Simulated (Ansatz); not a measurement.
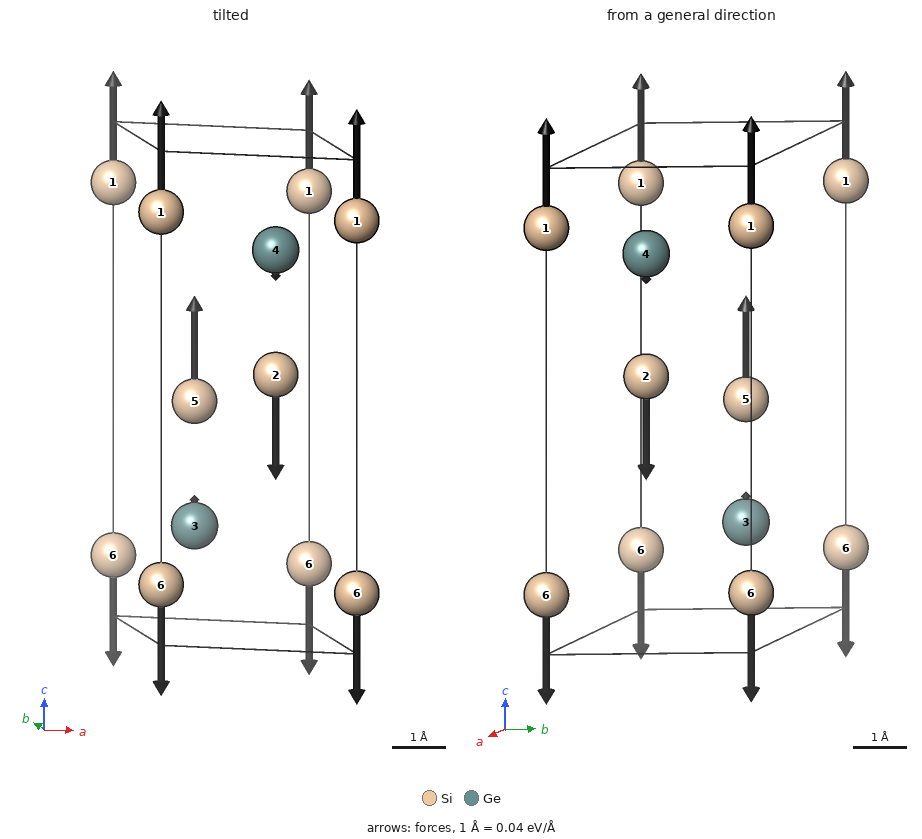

The image is a spheres-only drawing of a crystal, viewed slightly off an axis and from a general direction. Atoms at the boundary of the simulation cell (the box) are drawn once for each face, edge or corner they touch. The arrows are the computed forces on the atoms.

System: Si2Ge. All computed values are from Ansatz, DFT, PBE, plane waves, PAW. Settings: plane waves up to 420 eV, a 12×12×4 k-point grid, Fermi-Dirac smearing of 0.02 eV, no spin polarisation.

Question: Do the forces show a relaxed structure?

Answer: No. The atoms still feel forces of up to about 0.07 eV/Å, above a usual threshold of 0.01 to 0.03 eV/Å.

The initial geometry was a structure type filled with these elements by a generator (whether the compound takes this form wasn't checked). Earlier steps of the study, as a rule a relaxation of our own, may have changed the cell and positions, so they can lie some per cent off the listed ones. Ansatz was used for an electronic-structure calculation on it.
